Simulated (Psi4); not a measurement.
**quartet BNH2F at 3 levels**

Wanted: a comparison of 3 runs (U-r2SCAN/def2-TZVP, UBHLYP/def2-TZVP, UPBE0/def2-TZVP) of quartet BNH2F. 

The calculation is run with Psi4 1.11.

1 further run of the same task is left out (set aside as unsound or not needed).

## Step 1: The structure to begin with

The species is BNH2F (5 atoms), meant as a quartet with charge 0. As SMILES of the parent species, `N[B]F`. The coordinates come from a PBE0-D4/def2-TZVP relaxation. This is one conformer, not always the lowest. That shape belongs to the parent species and isn't relaxed for this state.

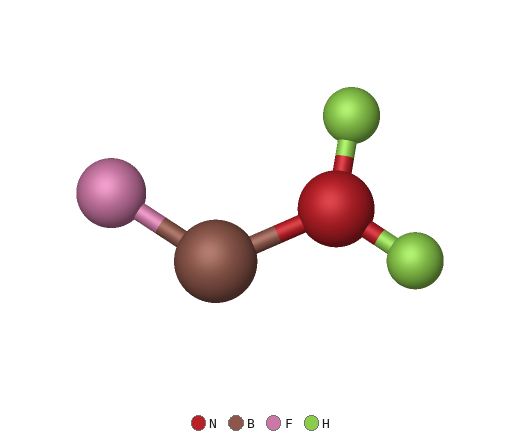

The structure, seen from a chosen angle (nitrogen red, boron brown, fluorine pink, hydrogen green).

## Step 2: Energy and gradient at U-r2SCAN/def2-TZVP (run 1)

job.dat

```
memory 1600 MB

molecule molecule1 {
  0 4
  N     -0.315200     0.284600    -0.298300
  B      0.256800    -0.904700     0.119300
  F      1.186500    -0.957100     1.060600
  H     -1.019600     0.322000    -1.012000
  H     -0.058500     1.181700     0.088900
  symmetry c1
  no_reorient
  no_com
}

set globals {
  reference uks
  puream true
  e_convergence 1e-09
  d_convergence 1e-08
  scf_type pk
  dft_radial_points 99
  dft_spherical_points 590
  maxiter 200
}

energy_value, wavefunction = gradient('r2scan/def2-TZVP', return_wfn=True)
oeprop(wavefunction, 'QUADRUPOLE', 'DIPOLE', 'MULLIKEN_CHARGES')
```

Command:

```console
$ psi4 -n 1 job.dat job.out
```

job.out:

```text
[...]
  Running in c1 symmetry.
[...]
  Nuclear repulsion =   58.822788592119622
[...]
  Multiplicity = 4
[...]
  Nalpha       = 13
  Nbeta        = 10
[...]
    Number of basis functions: 105
[...]
   @UKS iter   1:  -180.20127247223434   -8.73661e-02   6.54432e-03 ADIIS/DIIS
[...]
   @UKS iter  13:  -180.41905381888637   -4.71800e-12   2.73455e-09 DIIS
[...]
   @S^2 Observed:                3.757345138E+00
[...]
    Orbital Energies [Eh]
    ---------------------
    Alpha Occupied:
       1A    -24.465516     2A    -14.312152     3A     -6.633058
       4A     -1.145690     5A     -0.977240     6A     -0.595345
       7A     -0.580213     8A     -0.461318     9A     -0.455466
      10A     -0.385034    11A     -0.380825    12A     -0.169322
      13A     -0.044630
    Alpha Virtual:
      14A     -0.012560    15A      0.034840    16A      0.071998
      17A      0.119004    18A      0.124866    19A      0.147468
      20A      0.213545    21A      0.286056    22A      0.310996
      23A      0.324366    24A      0.394890    25A      0.407796
[...]
  @UKS Final Energy:  -180.41905381888637
   => Energetics <=
    Nuclear Repulsion Energy =             58.8227885921196219
    One-Electron Energy =                -363.7941064053393347
    Two-Electron Energy =                 146.7084448478229604
    DFT Exchange-Correlation Energy =     -22.1561808534896478
    Empirical Dispersion Energy =           0.0000000000000000
    VV10 Nonlocal Energy =                  0.0000000000000000
    Total Energy =                       -180.4190538188863684
[...]
  -Total Gradient:
     Atom            X                  Y                   Z
    ------   -----------------  -----------------  -----------------
       1        0.046950492428    -0.117658861646     0.031479258515
       2       -0.023960368817     0.147421470968    -0.003872912895
       3       -0.028194589705    -0.012366725508    -0.030490220143
       4        0.006911396244    -0.000901721384     0.006931288000
       5       -0.001749862659    -0.016486448413    -0.004090159647
[...]
 Multipole Moments:
 ------------------------------------------------------------------------------------
     Multipole            Electronic (a.u.)      Nuclear  (a.u.)        Total (a.u.)
 ------------------------------------------------------------------------------------
 L = 1.  Multiply by 2.5417464519 to convert [e a0] to [Debye]
 Dipole X            :        -17.3609193           16.3990433           -0.9618760
 Dipole Y            :         20.2563422          -18.2197944            2.0365477
 Dipole Z            :        -14.1723400           13.4750701           -0.6972700
 Magnitude           :                                                    2.3577357
 L = 2.  Multiply by 1.3450342976 to convert [e a0^2] to [Debye ang]
 Quadrupole XX       :        -66.9840909           52.6311932          -14.3528977
 Quadrupole XY       :         44.4911152          -44.3076628            0.1834525
[...]
  Mulliken Charges: (a.u.)
   Center  Symbol    Alpha    Beta     Spin     Total
       1     N     3.91119  2.99501  0.91618  0.09380
       2     B     3.68559  1.72201  1.96358 -0.40760
       3     F     4.67212  4.54867  0.12344 -0.22079
       4     H     0.32518  0.37752 -0.05234  0.29730
       5     H     0.40592  0.35678  0.04914  0.23729
   Total alpha = 13.00000, Total beta = 10.00000, Total charge = -0.00000
    Psi4 run time: 0:01:13.57
```

Run time: 75 s. Hardware: 1 thread of Intel Xeon Platinum 8259CL at 2.50GHz (Skylake/Cascade Lake), shared host; peak memory 0.66 GiB.

## Step 3: Energy and forces at UBHLYP/def2-TZVP (run 2)

job.py

```python
import psi4

psi4.set_memory(1600000000)
psi4.set_num_threads(1)
psi4.core.set_output_file('bfh2n.out', False)

mol = psi4.geometry("""
0 4
N     -0.315200     0.284600    -0.298300
B      0.256800    -0.904700     0.119300
F      1.186500    -0.957100     1.060600
H     -1.019600     0.322000    -1.012000
H     -0.058500     1.181700     0.088900
symmetry c1
no_reorient
no_com
""")

psi4.set_options({
    'reference': 'uks',
    'puream': True,
    'e_convergence': 1e-09,
    'd_convergence': 1e-08,
    'scf_type': 'pk',
    'dft_radial_points': 99,
    'dft_spherical_points': 590,
    'maxiter': 200,
})

energy_value, wavefunction = psi4.gradient("bhhlyp/def2-TZVP", molecule=mol, return_wfn=True)
print('gradient / Eh bohr^-1')
print(energy_value.np.round(6))
print(f'energy = {wavefunction.energy():.10f} Eh')
for k, v in sorted(psi4.core.scalar_variables().items()):
    print(f'{k:45s} {v:18.10f}')
```

Command:

```console
$ python job.py
```

bfh2n.out:

```text
[...]
  Running in c1 symmetry.
[...]
  Nuclear repulsion =   58.822788592119622
[...]
  Multiplicity = 4
[...]
  Nalpha       = 13
  Nbeta        = 10
[...]
    Number of basis functions: 105
[...]
   @UKS iter   1:  -180.30913316969085   -3.44555e-01   4.77477e-03 DIIS/ADIIS
[...]
   @UKS iter  12:  -180.42047672353388   -1.81615e-11   6.93952e-09 DIIS
[...]
   @S^2 Observed:                3.756039292E+00
[...]
    Orbital Energies [Eh]
    ---------------------
    Alpha Occupied:
       1A    -25.268011     2A    -14.959002     3A     -7.084029
       4A     -1.335378     5A     -1.148888     6A     -0.716724
       7A     -0.707727     8A     -0.585391     9A     -0.577815
      10A     -0.514689    11A     -0.506029    12A     -0.243260
      13A     -0.109189
    Alpha Virtual:
      14A      0.014557    15A      0.062669    16A      0.109001
      17A      0.158239    18A      0.160305    19A      0.179190
      20A      0.247881    21A      0.340902    22A      0.341607
      23A      0.388175    24A      0.438097    25A      0.469225
[...]
  @UKS Final Energy:  -180.42047672353388
   => Energetics <=
    Nuclear Repulsion Energy =             58.8227885921196219
    One-Electron Energy =                -363.9262619334728583
    Two-Electron Energy =                 136.1709531886379523
    DFT Exchange-Correlation Energy =     -11.4879565708185805
    Empirical Dispersion Energy =           0.0000000000000000
    VV10 Nonlocal Energy =                  0.0000000000000000
    Total Energy =                       -180.4204767235338807
[...]
 Multipole Moments:
 ------------------------------------------------------------------------------------
     Multipole            Electronic (a.u.)      Nuclear  (a.u.)        Total (a.u.)
 ------------------------------------------------------------------------------------
 L = 1.  Multiply by 2.5417464519 to convert [e a0] to [Debye]
 Dipole X            :        -17.4808437           16.3990433           -1.0818004
 Dipole Y            :         20.3520114          -18.2197944            2.1322169
 Dipole Z            :        -14.2813543           13.4750701           -0.8062842
 Magnitude           :                                                    2.5232391
[...]
  -Total Gradient:
     Atom            X                  Y                   Z
    ------   -----------------  -----------------  -----------------
       1        0.051718504403    -0.131057225949     0.034475192816
       2       -0.034785543204     0.151807112714    -0.014305689810
       3       -0.018610762627    -0.013436089853    -0.020860961714
       4        0.001565045704     0.000168734589     0.001623874021
       5        0.000102546868    -0.007480660169    -0.000942554616
[...]
```

Standard output:

```text
gradient / Eh bohr^-1
[[ 5.17190e-02 -1.31057e-01  3.44750e-02]
 [-3.47860e-02  1.51807e-01 -1.43060e-02]
 [-1.86110e-02 -1.34360e-02 -2.08610e-02]
 [ 1.56500e-03  1.69000e-04  1.62400e-03]
 [ 1.03000e-04 -7.48100e-03 -9.43000e-04]]
energy = -180.4204767235 Eh
CURRENT ENERGY                                   -180.4204767235
CURRENT REFERENCE ENERGY                         -180.4204767235
DD SOLVATION ENERGY                                 0.0000000000
DFT FUNCTIONAL TOTAL ENERGY                      -180.4204767235
DFT TOTAL ENERGY                                 -180.4204767235
DFT VV10 ENERGY                                     0.0000000000
DFT XC ENERGY                                     -11.4879565708
GRID ELECTRONS ALPHA                               13.0000001077
GRID ELECTRONS BETA                                10.0000000680
GRID ELECTRONS TOTAL                               23.0000001758
NUCLEAR REPULSION ENERGY                           58.8227885921
ONE-ELECTRON ENERGY                              -363.9262619335
PCM POLARIZATION ENERGY                             0.0000000000
PE ENERGY                                           0.0000000000
SCF ITERATION ENERGY                             -180.4204767235
SCF ITERATIONS                                     12.0000000000
SCF TOTAL ENERGY                                 -180.4204767235
TWO-ELECTRON ENERGY                               136.1709531886
XC GRID RADIAL POINTS                              99.0000000000
XC GRID SPHERICAL POINTS                          590.0000000000
XC GRID TOTAL POINTS                           281671.0000000000
```

Wall time 35 s (1 thread of Intel Xeon Platinum 8259CL at 2.50GHz (Skylake/Cascade Lake), shared host); peak memory 0.64 GiB.

## Step 4: Energy and forces at UPBE0/def2-TZVP (run 3)

input.json

```json
{
 "schema_name": "qcschema_input",
 "schema_version": 1,
 "molecule": {
  "schema_name": "qcschema_molecule",
  "schema_version": 2,
  "symbols": ["N", "B", "F", "H", "H"],
  "geometry": [-0.59564167, 0.53781606, -0.5637053, 0.48528167, -1.70963522, 0.22544433, 2.24216005, -1.80865687, 2.00424353, -1.92676476, 0.60849181, -1.91240284, -0.11054898, 2.23308936, 0.16799665],
  "molecular_charge": 0,
  "molecular_multiplicity": 4,
  "fix_symmetry": "c1",
  "fix_com": true,
  "fix_orientation": true
 },
 "driver": "gradient",
 "model": {
  "method": "pbe0",
  "basis": "def2-TZVP"
 },
 "keywords": {
  "reference": "uks",
  "puream": true,
  "e_convergence": 1e-09,
  "d_convergence": 1e-08,
  "scf_type": "pk",
  "dft_radial_points": 99,
  "dft_spherical_points": 590,
  "maxiter": 200
 }
}
```

Command:

```console
$ psi4 --qcschema input.json -n 1 --memory 1600MB
```

stdout:

```text
[...]
  Running in c1 symmetry.
[...]
  Nuclear repulsion =   58.822788623799909
[...]
  Multiplicity = 4
[...]
  Nalpha       = 13
  Nbeta        = 10
[...]
    Number of basis functions: 105
[...]
   @UKS iter   1:  -180.15343781131389   -2.03092e-01   5.50139e-03 ADIIS/DIIS
[...]
   @UKS iter  13:  -180.30656487331655   -5.79803e-12   5.08721e-09 DIIS
[...]
   @S^2 Observed:                3.755343648E+00
[...]
    Orbital Energies [Eh]
    ---------------------
    Alpha Occupied:
       1A    -24.742469     2A    -14.538505     3A     -6.789665
       4A     -1.214230     5A     -1.042847     6A     -0.649205
       7A     -0.636993     8A     -0.516874     9A     -0.507919
      10A     -0.441983    11A     -0.436410    12A     -0.202708
      13A     -0.076780
    Alpha Virtual:
      14A     -0.008588    15A      0.038053    16A      0.081595
      17A      0.130708    18A      0.130963    19A      0.150770
      20A      0.214478    21A      0.294435    22A      0.308102
      23A      0.338623    24A      0.399060    25A      0.422669
[...]
  @UKS Final Energy:  -180.30656487331655
   => Energetics <=
    Nuclear Repulsion Energy =             58.8227886237999087
    One-Electron Energy =                -363.7881163289758888
    Two-Electron Energy =                 141.3584429871400800
    DFT Exchange-Correlation Energy =     -16.6996801552806531
    Empirical Dispersion Energy =           0.0000000000000000
    VV10 Nonlocal Energy =                  0.0000000000000000
    Total Energy =                       -180.3065648733165460
[...]
 Multipole Moments:
 ------------------------------------------------------------------------------------
     Multipole            Electronic (a.u.)      Nuclear  (a.u.)        Total (a.u.)
 ------------------------------------------------------------------------------------
 L = 1.  Multiply by 2.5417464519 to convert [e a0] to [Debye]
 Dipole X            :        -17.4007834           16.3990434           -1.0017400
 Dipole Y            :         20.2910606          -18.2197943            2.0712663
 Dipole Z            :        -14.2081956           13.4750701           -0.7331254
 Magnitude           :                                                    2.4147670
[...]
  -Total Gradient:
     Atom            X                  Y                   Z
    ------   -----------------  -----------------  -----------------
       1        0.047467295208    -0.119425179108     0.031758160550
       2       -0.029000673748     0.147015298871    -0.009072203544
       3       -0.023201562838    -0.012351085419    -0.025393264304
       4        0.006458074131    -0.000341226536     0.006547722050
       5       -0.001739455751    -0.014894679431    -0.003856607905
[...]
```

The result, in JSON:

```text
{
 "driver": "gradient",
 "model": {
  "method": "pbe0",
  "basis": "def2-TZVP"
 },
 "success": true,
 "return_result": [0.04746729520796601, -0.1194251791076813, 0.031758160550429446, -0.029000673748179523, 0.14701529887061682, -0.009072203543838073, -0.023201562838252726, -0.012351085419339651, -0.02539326430413985, 0.006458074130845176, -0.0003412265359560001, 0.006547722050301907, -0.001739455751024216, -0.014894679431039587, -0.003856607904598963],
 "properties": {
  "calcinfo_nbasis": 105,
  "calcinfo_nmo": 105,
  "calcinfo_nalpha": 13,
  "calcinfo_nbeta": 10,
  "calcinfo_natom": 5,
  "nuclear_repulsion_energy": 58.82278862379991,
  "return_energy": -180.30656487331655,
  "return_gradient": [0.04746729520796601, -0.1194251791076813, 0.031758160550429446, -0.029000673748179523, 0.14701529887061682, -0.009072203543838073, -0.023201562838252726, -0.012351085419339651, -0.02539326430413985, 0.006458074130845176, -0.0003412265359560001, 0.006547722050301907, -0.001739455751024216, -0.014894679431039587, -0.003856607904598963],
  "scf_one_electron_energy": -363.7881163289759,
  "scf_two_electron_energy": 141.35844298714008,
  "scf_xc_energy": -16.699680155280653,
  "scf_dipole_moment": [-1.0017400119764055, 2.0712662541061313, -0.7331254437443402],
  "scf_total_energy": -180.30656487331655,
  "scf_total_gradient": [0.04746729520796601, -0.1194251791076813, 0.031758160550429446, -0.029000673748179523, 0.14701529887061682, -0.009072203543838073, -0.023201562838252726, -0.012351085419339651, -0.02539326430413985, 0.006458074130845176, -0.0003412265359560001, 0.006547722050301907, -0.001739455751024216, -0.014894679431039587, -0.003856607904598963],
  "scf_iterations": 13
 }
}
```

Run time: 39 s. Hardware: 1 thread of Intel Xeon Platinum 8259CL at 2.50GHz (Skylake/Cascade Lake), shared host; peak memory 0.64 GiB.

## Step 5: Overview of the runs

```
run               level  energy (Eh)  dipole moment (D)  HOMO energy (eV)   ⟨S²⟩  wall time
  1  U-r2SCAN/def2-TZVP  -180.419054               5.99             -1.21  3.757       75 s
  2    UBHLYP/def2-TZVP  -180.420477               6.41             -2.97  3.756       35 s
  3     UPBE0/def2-TZVP  -180.306565               6.14             -2.09  3.755       39 s
```

## Step 6: Results

```
                                 quantity          value
                      run 3: total energy  -180.30656 Eh
                     run 3: dipole moment         6.14 D
run 3: HOMO energy (highest over α and β)       -2.09 eV
                              run 3: ⟨S²⟩          3.755
          run 3: largest force on an atom     7.720 eV/Å
```

The dipole moment (its size) runs from 5.99 D (U-r2SCAN/def2-TZVP) to 6.41 D (UBHLYP/def2-TZVP). Totals of different functionals can't be ranked against each other. All runs together took 2.5 min, the longest 75 s.
